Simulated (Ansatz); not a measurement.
**Gallium, simple cubic under r²SCAN: ground state and equation of state**

Aim: take gallium in the simple cubic structure, relax it, solve it on a dense k-mesh, switch on spin-orbit coupling, then scale the cell to 7 volumes from 88 to 112 % of the relaxed one and try a fit of the equation of state. The k-meshes are 11×11×11 for the relaxation; 19×19×19 for the dense run; 12×12×12 for spin-orbit coupling; 13×13×13 for the volumes.

Computed with Ansatz 0.2.0 (DFT r2SCAN, plane waves (500 eV) with PAW, scalar-relativistic; the PAW data stem from PBE, with regenerated cores, unless a step says otherwise).

**1. The system as given**

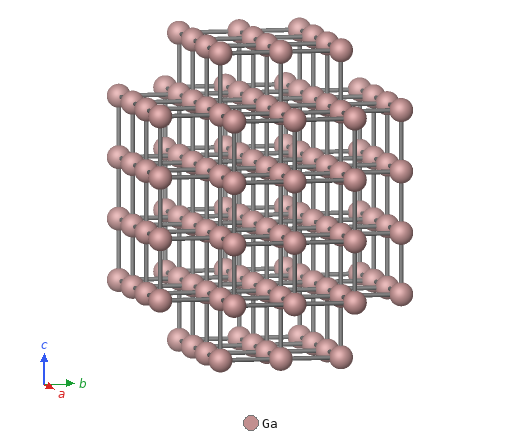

Start, viewed slightly off an axis; gallium pink. 3×2×3 cells are drawn. Any atoms on the faces are drawn again on the opposite ones, and bonded neighbours outside are added.

Coordinates:

```
Ga
1.0
     2.76603    0.00000    0.00000
     0.00000    2.76603    0.00000
     0.00000    0.00000    2.76603
Ga
1
Direct
  0.00000 0.00000 0.00000
```

**2. Geometry optimisation**

Input file input.yaml:

```yaml
crystal:
  lattice:
    - [2.7660252371, 0.0, 0.0]
    - [0.0, 2.7660252371, 0.0]
    - [0.0, 0.0, 2.7660252371]
  atoms:
    - { symbol: Ga, position: [0.0, 0.0, 0.0] }
hamiltonian:
  xc: r2scan
  pseudopotentials:
    kind: paw
    azcp:
      Ga: "pseudopotentials/Ga.paw.azcp"
basis:
  ecutwfc: 500
  fft_grid_basis: typed
kpoints:
  mp_grid: { grid: [11, 11, 11], shift: [0, 0, 0] }
magnetization:
  spin_polarized: false
scf:
  occupations: { method: fermi_dirac, width: 0.1 }
relax:
  max_steps: 60
  f_tol: 0.01
  cell: {}
```

The run is started by

```sh
ansatz run input.yaml --threads 1 --pin off --max-ram 3584MiB --backend cpu --events-out ev --progress --plain --runs-dir out
```

The log of the run:

```text
Engine: ansatz 0.2.0, x86_64-unknown-linux-gnu
Pseudopotentials: kind: paw
Pseudopotential: Ga, paw, valence charge 13, recommended cutoff 500 eV (meta_gga), <dir>
Functional definition: r2SCAN
  parameter k0 = 0.174
  parameter k1 = 0.065
  parameter a1 = 4.9479
  exchange = r2scan_x(k0 = k0, k1 = k1, a1 = a1)
  correlation = r2scan_c
Crystal: 1 atoms, lattice volume = 21.163 Å³
Basis set: ecut = 500 eV, 515 PW (Γ), exchange–correlation on 96×96×96 points (64 copies of the dense FFT grid, shifted against one another)
Bands: 11, of which v1, the nominal top of the filled ones, is band 7 counted from 1 (6 counted from 0)
Symmetry: 48 space group operations
Space group: Pm-3m (ITA 221), of the structure as read, at distance tolerance 2.8e-5 Å
k-points: 56 of 1331
Non-local potential: Ga, projectors of the file, l = 0: 2, l = 1: 2, l = 2: 3, l = 3: 1
PAW form: soft (Blöchl's): semilocal exchange-correlation on the pseudo side does not see the compensation charge
PAW frozen core: Ga, regenerated for the run's functional (the file was generated under x = pbe(κ = 0.804, μ = 0.2195149727645171), c = pbe(β = 0.06672455060314922))
PAW one-centre angular grid: Ga, 590 points (default); XC on 160 Gauss nodes
Initial density: superposition of atomic densities (neutral atoms: chi_scale 0, normalization atom), corrected by the library's trained network
Initial wavefunctions: pseudopotential atomic-orbital guess
Functional: x = r2scan, c = r2scan; τ floored in thin density (d = 2e-4 eV/Å³)
SCF iter   1: F=—  HF=-3790.096253 eV  |F-HF|=—  |Δ(HF+E_count)|=         —  Δρ=9.60e-3  dr2=8.07e-3  dr2_τ=4.61e-4  ethr=1.77e-3  ⟨swp⟩=5.1  Hψ=3662  notcnv=0
preconditioner: auto → none  [metal: Δε(μ)=0.123 eV  Ē_g=22.374 eV  σ=0.100 eV  W_gap=0.29  n_scr=6 (ndim 8)  ℏωp=29.1 eV  f_vac=0.000  D(μ)=0.49/eV (n_scr^D=0)  sad-step TF]
SCF iter   2: F=—  HF=-3790.100174 eV  |F-HF|=—  |Δ(HF+E_count)|=   3.92e-3  Δρ=2.48e-3  dr2=5.73e-4  dr2_τ=2.63e-5  ethr=6.21e-5  ⟨swp⟩=2.0  Hψ=1669  notcnv=0  defer=11
SCF iter   3: F=—  HF=-3790.100095 eV  |F-HF|=—  |Δ(HF+E_count)|=   7.85e-5  Δρ=1.41e-3  dr2=1.70e-4  dr2_τ=1.11e-6  ethr=4.41e-6  ⟨swp⟩=2.5  Hψ=969  notcnv=0  defer=11
SCF iter   4: F=—  HF=-3790.100095 eV  |F-HF|=—  |Δ(HF+E_count)|=   8.88e-7  Δρ=1.77e-4  dr2=2.56e-6  dr2_τ=5.25e-8  ethr=1.31e-6  ⟨swp⟩=2.6  Hψ=845  notcnv=0  defer=11
SCF iter   5: F=—  HF=-3790.100097 eV  |F-HF|=—  |Δ(HF+E_count)|=   2.14e-6  Δρ=2.14e-5  dr2=4.07e-8  dr2_τ=4.58e-10  ethr=1.97e-8  ⟨swp⟩=2.8  Hψ=941  notcnv=0  defer=11
SCF iter   6: F=-3790.100097 eV  HF=-3790.100097 eV  |F-HF|=1.81e-10  |Δ(HF+E_count)|=   5.03e-8  Δρ=9.63e-7  dr2=1.35e-10  dr2_τ=2.06e-12  ethr=3.13e-10  ⟨swp⟩=2.2  Hψ=2103  notcnv=0
SCF 1 converged in 6 iterations: F = -3790.100097 eV  dr2 = 1.35e-10
relax step   1: F+E_penalty+E_count = -3790.10009671 eV  Δ(F+E_penalty+E_count) = +0.000e0 eV  max|allowed force component| = 0.000e0 eV/Å  Δτ_max = 0.0000 Å  P = -4.330 GPa  Ω = 21.163 Å³  (6 SCF iters, dr2 threshold 1.00e-7 eV, accepted)
Crystal: 1 atoms, lattice volume = 19.343 Å³
Basis set: ecut = 500 eV, 461 PW (Γ), exchange–correlation on 96×96×96 points (64 copies of the dense FFT grid, shifted against one another)
Initial density: handed on by an earlier stage of this run
Initial wavefunctions: those handed on with the density
iter 1 solved again at ethr=4.49e-6 eV; its pass at ethr=3.10e-3 eV (dr2=5.83e-4 eV) is discarded
SCF iter   1: F=—  HF=-3790.095276 eV  |F-HF|=—  |Δ(HF+E_count)|=         —  Δρ=1.83e-3  dr2=5.93e-4  dr2_τ=8.08e-3  ethr=4.49e-6  ⟨swp⟩=1.4  Hψ=5043  notcnv=0
preconditioner: auto → none  [metal: Δε(μ)=0.170 eV  Ē_g=22.821 eV  σ=0.100 eV  W_gap=0.37  n_scr=6 (ndim 8)  ℏωp=30.4 eV  f_vac=0.000  D(μ)=0.51/eV (n_scr^D=0)]
SCF iter   2: F=—  HF=-3790.131616 eV  |F-HF|=—  |Δ(HF+E_count)|=   3.63e-2  Δρ=1.63e-3  dr2=2.29e-4  dr2_τ=2.93e-6  ethr=4.49e-6  ⟨swp⟩=2.0  Hψ=1232  notcnv=0
SCF iter   3: F=—  HF=-3790.131729 eV  |F-HF|=—  |Δ(HF+E_count)|=   1.13e-4  Δρ=4.93e-4  dr2=1.62e-5  dr2_τ=6.37e-7  ethr=1.76e-6  ⟨swp⟩=2.0  Hψ=846  notcnv=0
SCF iter   4: F=—  HF=-3790.131739 eV  |F-HF|=—  |Δ(HF+E_count)|=   1.06e-5  Δρ=1.69e-4  dr2=1.95e-6  dr2_τ=1.32e-8  ethr=1.25e-7  ⟨swp⟩=2.1  Hψ=717  notcnv=0
SCF iter   5: F=—  HF=-3790.131741 eV  |F-HF|=—  |Δ(HF+E_count)|=   1.77e-6  Δρ=6.00e-5  dr2=2.18e-7  dr2_τ=2.35e-9  ethr=1.50e-8  ⟨swp⟩=2.4  Hψ=929  notcnv=0
SCF iter   6: F=-3790.131741 eV  HF=-3790.131741 eV  |F-HF|=3.26e-8  |Δ(HF+E_count)|=   7.01e-8  Δρ=2.30e-5  dr2=3.89e-8  dr2_τ=5.32e-10  ethr=7.69e-10  ⟨swp⟩=4.0  Hψ=1925  notcnv=0
SCF 2 converged in 6 iterations: F = -3790.131741 eV  dr2 = 3.89e-8
relax step   2: F+E_penalty+E_count = -3790.13174082 eV  Δ(F+E_penalty+E_count) = -3.164e-2 eV  max|allowed force component| = 0.000e0 eV/Å  Δτ_max = 0.0000 Å  P = -0.794 GPa  Ω = 19.343 Å³  energy of the carried Pulay correction = +6.901e-4 eV  (6 SCF iters, dr2 threshold 1.00e-7 eV, accepted)
Crystal: 1 atoms, lattice volume = 18.977 Å³
iter 1 solved again at ethr=3.23e-7 eV; its pass at ethr=3.10e-3 eV (dr2=4.20e-5 eV) is discarded
SCF iter   1: F=—  HF=-3790.130529 eV  |F-HF|=—  |Δ(HF+E_count)|=         —  Δρ=4.80e-4  dr2=4.00e-5  dr2_τ=3.91e-4  ethr=3.23e-7  ⟨swp⟩=2.2  Hψ=4861  notcnv=0
preconditioner: auto → none  [metal: Δε(μ)=0.079 eV  Ē_g=22.969 eV  σ=0.100 eV  W_gap=0.19  n_scr=6 (ndim 8)  ℏωp=30.7 eV  f_vac=0.000  D(μ)=0.50/eV (n_scr^D=0)]
SCF iter   2: F=—  HF=-3790.132576 eV  |F-HF|=—  |Δ(HF+E_count)|=   2.05e-3  Δρ=3.44e-4  dr2=9.84e-6  dr2_τ=1.49e-7  ethr=3.08e-7  ⟨swp⟩=2.0  Hψ=985  notcnv=0
SCF iter   3: F=—  HF=-3790.132581 eV  |F-HF|=—  |Δ(HF+E_count)|=   4.88e-6  Δρ=1.07e-4  dr2=9.90e-7  dr2_τ=3.60e-8  ethr=7.57e-8  ⟨swp⟩=2.4  Hψ=829  notcnv=0
SCF iter   4: F=-3790.132582 eV  HF=-3790.132582 eV  |F-HF|=1.28e-7  |Δ(HF+E_count)|=   8.85e-7  Δρ=2.80e-5  dr2=7.64e-8  dr2_τ=1.12e-9  ethr=7.69e-10  ⟨swp⟩=2.8  Hψ=2309  notcnv=0
SCF 3 converged in 4 iterations: F = -3790.132582 eV  dr2 = 7.64e-8
relax step   3: F+E_penalty+E_count = -3790.13258193 eV  Δ(F+E_penalty+E_count) = -8.411e-4 eV  max|allowed force component| = 0.000e0 eV/Å  Δτ_max = 0.0000 Å  P = +0.209 GPa  Ω = 18.977 Å³  energy of the carried Pulay correction = +8.365e-4 eV  (4 SCF iters, dr2 threshold 1.00e-7 eV, accepted)
Crystal: 1 atoms, lattice volume = 19.047 Å³
iter 1 solved again at ethr=1.39e-8 eV; its pass at ethr=3.10e-3 eV (dr2=1.81e-6 eV) is discarded
SCF iter   1: F=—  HF=-3790.132518 eV  |F-HF|=—  |Δ(HF+E_count)|=         —  Δρ=1.13e-4  dr2=2.17e-6  dr2_τ=1.51e-5  ethr=1.39e-8  ⟨swp⟩=2.1  Hψ=4655  notcnv=0
preconditioner: auto → none  [metal: Δε(μ)=0.068 eV  Ē_g=22.939 eV  σ=0.100 eV  W_gap=0.17  n_scr=6 (ndim 8)  ℏωp=30.7 eV  f_vac=0.000  D(μ)=0.50/eV (n_scr^D=0)]
SCF iter   2: F=—  HF=-3790.132600 eV  |F-HF|=—  |Δ(HF+E_count)|=   8.18e-5  Δρ=6.21e-5  dr2=3.10e-7  dr2_τ=7.28e-9  ethr=1.39e-8  ⟨swp⟩=2.0  Hψ=985  notcnv=0
SCF iter   3: F=-3790.132600 eV  HF=-3790.132600 eV  |F-HF|=3.74e-8  |Δ(HF+E_count)|=   8.41e-8  Δρ=2.83e-5  dr2=7.32e-8  dr2_τ=1.43e-9  ethr=7.69e-10  ⟨swp⟩=4.0  Hψ=1859  notcnv=0
SCF 4 converged in 3 iterations: F = -3790.132600 eV  dr2 = 7.32e-8
relax step   4: F+E_penalty+E_count = -3790.13260036 eV  Δ(F+E_penalty+E_count) = -1.843e-5 eV  max|allowed force component| = 0.000e0 eV/Å  Δτ_max = 0.0000 Å  P = +0.005 GPa  Ω = 19.047 Å³  energy of the carried Pulay correction = +8.081e-4 eV  (3 SCF iters, dr2 threshold 1.00e-7 eV, accepted)
Basis set: ecut = 500 eV, 461 PW (Γ), exchange–correlation on 80×80×80 points (64 copies of the dense FFT grid, shifted against one another)
Initial wavefunctions: pseudopotential atomic-orbital guess (no wavefunctions were taken with the density)
iter 1 solved again at ethr=1.53e-8 eV; its pass at ethr=3.10e-3 eV (dr2=1.99e-6 eV) is discarded
SCF iter   1: F=—  HF=-3790.132003 eV  |F-HF|=—  |Δ(HF+E_count)|=         —  Δρ=1.58e-4  dr2=1.54e-6  dr2_τ=8.47e-7  ethr=1.53e-8  ⟨swp⟩=2.9  Hψ=5265  notcnv=0
SCF iter   2: F=—  HF=-3790.132003 eV  |F-HF|=—  |Δ(HF+E_count)|=   7.30e-8  Δρ=1.03e-4  dr2=7.53e-7  dr2_τ=2.75e-8  ethr=1.19e-8  ⟨swp⟩=2.0  Hψ=926  notcnv=0
SCF iter   3: F=—  HF=-3790.132003 eV  |F-HF|=—  |Δ(HF+E_count)|=   4.10e-7  Δρ=1.61e-5  dr2=4.58e-8  dr2_τ=1.97e-9  ethr=5.79e-9  ⟨swp⟩=2.1  Hψ=928  notcnv=0
SCF iter   4: F=—  HF=-3790.132003 eV  |F-HF|=—  |Δ(HF+E_count)|=   6.63e-8  Δρ=6.64e-6  dr2=3.08e-9  dr2_τ=8.25e-11  ethr=3.53e-10  ⟨swp⟩=2.0  Hψ=975  notcnv=0
SCF iter   5: F=—  HF=-3790.132003 eV  |F-HF|=—  |Δ(HF+E_count)|=   2.43e-9  Δρ=3.88e-6  dr2=9.57e-10  dr2_τ=1.36e-11  ethr=2.37e-11  ⟨swp⟩=2.0  Hψ=980  notcnv=0
SCF iter   6: F=—  HF=-3790.132003 eV  |F-HF|=—  |Δ(HF+E_count)|=  8.09e-10  Δρ=1.15e-6  dr2=8.45e-11  dr2_τ=1.97e-12  ethr=7.36e-12  ⟨swp⟩=2.0  Hψ=695  notcnv=0
SCF iter   7: F=-3790.132003 eV  HF=-3790.132003 eV  |F-HF|=0.00e0  |Δ(HF+E_count)|=  2.91e-11  Δρ=1.53e-7  dr2=1.64e-12  dr2_τ=4.27e-14  ethr=1.00e-12  ⟨swp⟩=3.8  Hψ=2368  notcnv=0
SCF 5 converged in 7 iterations: F = -3790.132003 eV  dr2 = 1.64e-12
relax step   5: F+E_penalty+E_count = -3790.13200330 eV  Δ(F+E_penalty+E_count) = +5.971e-4 eV  max|allowed force component| = 0.000e0 eV/Å  Δτ_max = 0.0000 Å  P = -0.027 GPa  Ω = 19.047 Å³  stress off target by 2.71e-2 GPa  SCF on the basis re-selected at this cell (its energy is not comparable with the rows above)  (7 SCF iters)
basis re-selected at this cell: Δ(F+E_penalty+E_count) = +5.971e-4 eV, ΔP = -0.032 GPa vs the last step (what re-selecting the basis moved, of the pressure what is left beyond the Pulay correction that the steps carried, after the strain that the cell walked since its last selection, with what the two solves' SCF thresholds leave and, on support functions, any second-order correction that the steps lacked; it is no measure of the basis error at this ecutwfc). The dense FFT grid was sized anew with the basis: this SCF ran on 20×20×20 points, the steps before it on 24×24×24, so part of this shift can come from that change (see relax.cell in the input reference). This SCF's stress stands 2.71e-2 GPa from its target on what of the cell is left free (relax.cell.stress_tol is 5.00e-2 GPa) and its largest allowed force component is 0.00e0 eV/Å (relax.f_tol is 1.00e-2 eV/Å): within both
SCF converged after 7 iterations
Free energy (F): -3790.132003 eV
Harris-Foulkes:  -3790.132003 eV  (|F-HF|=0.00e0)
Internal energy: -3790.115657 eV  (E = F + TS)
E sigma→0 (E₀):  -3790.123830 eV
Entropy (-TS):   -0.016347 eV (-16.347 meV/atom)
Fermi energy:    9.212933 eV
--- Per-component energies (eV) ---
  E_band       = -47.163466
  E_kinetic    = 114.564788
  E_local      = -1834.509029  (includes V_loc(G=0)·N_el)
  E_nonlocal   = 423.936960
  E_hartree    = 861.997430
  E_xc         = -62.596029
  E_vxc        = -60.040355  (∫ρ·V_xc dr)
  E_paw        = -2000.146187  (= ΣΔE_a)
  E_vpaw       = -418.470661  (= ΣTr[D̂ρ^β])
  E_aug_tail   = -0.000035  (compensation charges beyond the density's cutoff)
  E_vtau       = 3.360029  (kinetic-family band-sum trace: ∫τ·v_τ [+ j·A + Jᵃ·Aᵃ] dr)
  E_ewald      = -1292.710485
  E_core_change = -0.653070  (= ΣΔE_core)
  E_smearing   = -0.016347  (= −TS)
  E_closure    = -0.000000  (closes the sum)
  Σ components = -3790.132003   (vs F -3790.132003, Δ=0.00e0)
--- Forces (eV/Å), atoms counted from 1 ---
  atom   1  Ga    -0.00000000     0.00000000    -0.00000000
  max |Σ_I F_I| component: 6.16e-33 eV/Å
--- Stress (GPa, compression-positive) ---
       -0.027144       0.000000      -0.000000
        0.000000      -0.027144      -0.000000
       -0.000000      -0.000000      -0.027144
  P = ⅓ Tr σ = -0.0271 GPa (-0.271 kbar)
--- Relaxed structure (4 steps of the walk, 4 accepted, 1 SCFs on fresh bases) ---
  F+E_penalty+E_count = -3790.13200330 eV   max|allowed force component| = 0.000e0 eV/Å   (the final SCF, on the basis selected at the relaxed cell)
  cell:  # Å, volume = 19.0474 Å³
    - [2.6706200767222787, -7.5432256155166735e-34, -3.932106969790606e-34]
    - [-7.5432256155166735e-34, 2.6706200767222787, 0.0]
    - [-3.932106969790606e-34, 0.0, 2.6706200767222787]
  atoms:
    - { symbol: Ga, position: [0.0, 0.0, 0.0] }
```

It took 12 s on 1 thread of Intel Xeon Platinum 8259CL at 2.50GHz (Skylake/Cascade Lake), shared host; peak memory 0.54 GiB.

The walk, from the log:

| step | energy change (meV/atom) | largest force (eV/Å) | pressure (GPa) | volume (Å³/atom) |
| --- | --- | --- | --- | --- |
| 1 | 0.00 | 0.0000 | -4.33 | 21.163 |
| 2 | -31.64 | 0.0000 | -0.79 | 19.343 |
| 3 | -32.49 | 0.0000 | 0.21 | 18.977 |
| 4 | -32.50 | 0.0000 | 0.00 | 19.047 |
| 5 | -31.91 | 0.0000 | -0.03 | 19.047 |

Steps that repeat a cell are solved on a basis chosen anew, so their changes of energy are no gain of the relaxation.

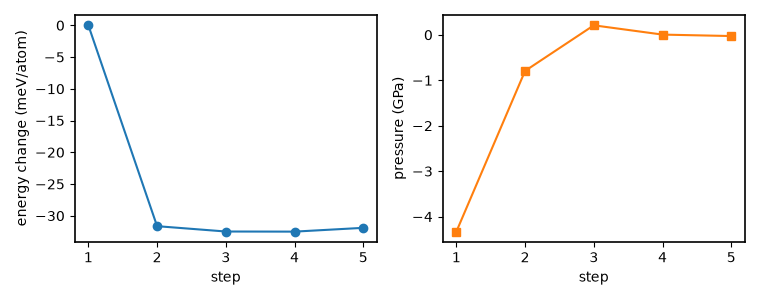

Energy and pressure over the accepted steps.

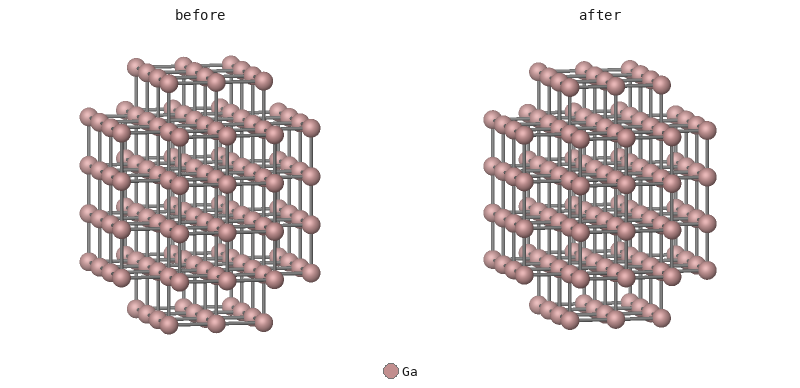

Before and after, at one scale. The cells drawn are those of the first picture.

Changes in the cell that was computed:

|  | before | after | change |
| --- | --- | --- | --- |
| a (Å) | 2.766 | 2.671 | -3.4 % |
| b (Å) | 2.766 | 2.671 | -3.4 % |
| c (Å) | 2.766 | 2.671 | -3.4 % |
| volume (Å³/atom) | 21.163 | 19.047 | -10.0 % |
| shortest distance (Å) | 2.766 | 2.671 | -3.4 % |
| space group (spins left aside) | Pm-3m | Pm-3m | same |

**3. Single point on a dense mesh**

Input file input.yaml:

```yaml
crystal:
  lattice:
    - [2.6706200767, 0.0, 0.0]
    - [0.0, 2.6706200767, 0.0]
    - [0.0, 0.0, 2.6706200767]
  atoms:
    - { symbol: Ga, position: [0.0, 0.0, 0.0] }
hamiltonian:
  xc: r2scan
  pseudopotentials:
    kind: paw
    azcp:
      Ga: "pseudopotentials/Ga.paw.azcp"
basis:
  ecutwfc: 500
  fft_grid_basis: typed
kpoints:
  mp_grid: { grid: [19, 19, 19], shift: [0, 0, 0] }
magnetization:
  spin_polarized: false
scf:
  occupations: { method: fermi_dirac, width: 0.1 }
```

The run is started by

```sh
ansatz run input.yaml --threads 1 --pin off --max-ram 3584MiB --backend cpu --events-out ev --progress --plain --runs-dir out
```

The log of the run, shortened:

```text
[...]
[... 3 set-up lines as earlier in the session ...]
[...]
Crystal: 1 atoms, lattice volume = 19.047 Å³
Basis set: ecut = 500 eV, 461 PW (Γ), exchange–correlation on 80×80×80 points (64 copies of the dense FFT grid, shifted against one another)
Bands: 11, of which v1, the nominal top of the filled ones, is band 7 counted from 1 (6 counted from 0)
[... 1 set-up line as earlier in the session ...]
Space group: Pm-3m (ITA 221), of the structure as read, at distance tolerance 2.7e-5 Å
k-points: 220 of 6859
[...]
SCF iter   1: F=—  HF=-3790.121910 eV  |F-HF|=—  |Δ(HF+E_count)|=         —  Δρ=9.86e-3  dr2=7.97e-3  dr2_τ=7.93e-4  ethr=1.77e-3  ⟨swp⟩=5.0  Hψ=14592  notcnv=0
[...]
SCF iter   6: F=-3790.129752 eV  HF=-3790.129752 eV  |F-HF|=1.21e-10  |Δ(HF+E_count)|=   7.02e-8  Δρ=1.04e-6  dr2=1.56e-10  dr2_τ=3.47e-12  ethr=3.24e-10  ⟨swp⟩=1.0  Hψ=7133  notcnv=0
[...]
SCF converged after 6 iterations
Free energy (F): -3790.129752 eV
[...]
E sigma→0 (E₀):  -3790.122064 eV
Entropy (-TS):   -0.015377 eV (-15.377 meV/atom)
Fermi energy:    9.171058 eV
[...]
```

Wall time 8.2 s (1 thread of Intel Xeon Platinum 8259CL at 2.50GHz (Skylake/Cascade Lake), shared host); peak memory 0.53 GiB.

**4. A two-component run at the same geometry**

input.yaml: that of step 3 with these lines changed.

```diff
@@ -10,3 +10,3 @@
   pseudopotentials:
-    kind: paw
+    kind: paw_fr
     azcp:
@@ -17,5 +17,6 @@
 kpoints:
-  mp_grid: { grid: [19, 19, 19], shift: [0, 0, 0] }
+  mp_grid: { grid: [12, 12, 12], shift: [0, 0, 0] }
 magnetization:
-  spin_polarized: false
+  noncollinear: true
+  spin_orbit: true
 scf:
```

The run is started by

```sh
ansatz run input.yaml --threads 1 --pin off --max-ram 3584MiB --backend cpu --events-out ev --progress --plain --runs-dir out
```

The log of the run, shortened:

```text
[...]
Pseudopotentials: kind: paw_fr
Pseudopotential: Ga, paw_fr, valence charge 13, recommended cutoff 500 eV (meta_gga), <dir>
[... 1 set-up line as earlier in the session ...]
[...]
non-collinear run that drives no moment, with spin-orbit: no starting moment large enough to seed its density (crystal.atoms[].spin), no starting occupations that ask for one, no magnetisation constraint and no magnetic field, so the semilocal B_xc is pinned to zero
Crystal: 1 atoms, lattice volume = 19.047 Å³
Basis set: ecut = 500 eV, 461 PW (Γ), exchange–correlation on 80×80×80 points (64 copies of the dense FFT grid, shifted against one another)
Bands: 22, of which v1, the nominal top of the filled ones, is band 13 counted from 1 (12 counted from 0)
Symmetry: 48 space group operations + 48 with time reversal
Magnetic group: BNS 221.93 (UNI 1595), of the structure as read, at distance tolerance 2.7e-5 Å
k-points: 84 of 1728
Projection manifold: j_resolved (fully-relativistic pseudo-atomic orbitals)
[...]
SCF iter   1: F=—  HF=-3787.614136 eV  |F-HF|=—  |Δ(HF+E_count)|=         —  Δρ=2.10e-2  dr2=5.02e-2  dr2_τ=1.93e-4  dr2_m=0.00e0 (ungated)  ethr=3.52e-4  |M|=0.00e0 ∫|m|=0.00e0 μB  |m|>n=0.0e0 m-floor=0.0e0 τ_xc=0.0e0  β_m=0.30  ⟨swp⟩=1.3  Hψ=7430  notcnv=0
[...]
SCF iter   7: F=-3787.657281 eV  HF=-3787.657281 eV  |F-HF|=2.14e-8  |Δ(HF+E_count)|=   9.43e-7  Δρ=1.01e-5  dr2=1.76e-8  dr2_τ=3.52e-11  dr2_m=0.00e0 (ungated)  ethr=7.69e-10  |M|=0.00e0 ∫|m|=0.00e0 μB  |m|>n=0.0e0 m-floor=0.0e0 τ_xc=0.0e0  ⟨swp⟩=1.6  Hψ=2720  notcnv=0
[...]
SCF converged after 7 iterations
Magnetization: |M| = 0.0000 μB,  M = (+0.0000, +0.0000, +0.0000) μB
Absolute magnetization: 0.0000 μB (∫|m|)
  site 0: m = (+0.0000, +0.0000, +0.0000) μB, |m| = 0.0000 μB  (R = 1.10 Å)
Free energy (F): -3787.657281 eV
[...]
E sigma→0 (E₀):  -3787.651328 eV
Entropy (-TS):   -0.011906 eV (-11.906 meV/atom)
Fermi energy:    9.134093 eV
[...]
```

Run time: 19 s. Hardware: 1 thread of Intel Xeon Platinum 8259CL at 2.50GHz (Skylake/Cascade Lake), shared host; peak memory 0.52 GiB.

With and without spin-orbit coupling:

|  | scalar-relativistic | with spin-orbit coupling |
| --- | --- | --- |
| k-mesh | 19×19×19 | 12×12×12 |
| gap on the mesh | none (levels filled in part) | none (levels filled in part) |

The meshes differ, so small differences between the columns need not come from spin-orbit coupling.

[end of part 1 of 2]
